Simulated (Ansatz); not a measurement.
Cs$_{3}$Rb$_{3}$B

Input

```
crystal:
  lattice:
    - [4.4605647914, 2.5753082831, 7.418652471]
    - [-4.4605647914, 2.5753082831, 7.418652471]
    - [0.0, -5.1506165661, 7.418652471]
  atoms:
    - { symbol: Cs, position: [0.8514295661, 0.1485704339, 0.5] }
    - { symbol: Cs, position: [0.5, 0.8514295661, 0.1485704339] }
    - { symbol: Cs, position: [0.1485704339, 0.5, 0.8514295661] }
    - { symbol: Rb, position: [0.651239752, 0.348760248, 0.0] }
    - { symbol: Rb, position: [0.0, 0.651239752, 0.348760248] }
    - { symbol: Rb, position: [0.348760248, 0.0, 0.651239752] }
    - { symbol: B, position: [0.0, 0.0, 0.0] }
basis:
  ecutwfc: 420
kpoints:
  mp_grid: { grid: [6, 6, 6] }
hamiltonian:
  xc: pbe
scf:
  occupations: { method: gaussian, width: 0.1 }
output:
  forces: true
  stress: true
  eigenvalues: true
  write_density: true
  write_potential: true
  elf: true
  volumetric_format: npy
relax:
  adjacent_minimum: "off"
  f_tol: 0.01
  max_steps: 80
  cell: { stress_tol: 0.05 }
```

Command:

```sh
ansatz run input.yaml --threads 1 --pin off --max-ram 2560MiB --backend cpu --events-out ev --progress --plain --runs-dir out
```

Below, planes, directions and counts refer to the conventional cell (a = 9.39 Å, b = 9.39 Å, c = 22.03 Å, α = 90.00°, β = 90.00°, γ = 120.00°).

The fields are those of the relaxed geometry.

Space group R32; a generated structure, not necessarily the stable one; computed without spin polarisation.

The calculation used Ansatz 0.2.0, DFT PBE, scalar-relativistic, plane waves, PAW.

**What will maps of the valence pseudo-density and electron localisation function show?**

Rb–B (3.14 Å): ρ at the midpoint is about 0.1 e/Å³; the ELF peaks at about 0.85 in the valence shell of B, 0.9 Å from its nucleus, and drops to about 0.10 between the two atoms: no localised pair shows between them.

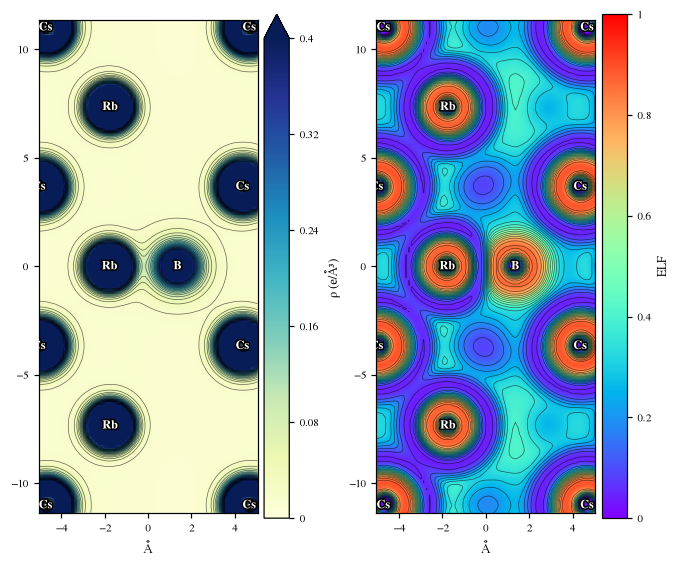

Computed valence pseudo-density and electron localisation function on the (100) plane of the conventional cell, in this order. 

The density is the valence pseudo-density of a PAW calculation; it isn't the true density close to the nuclei.
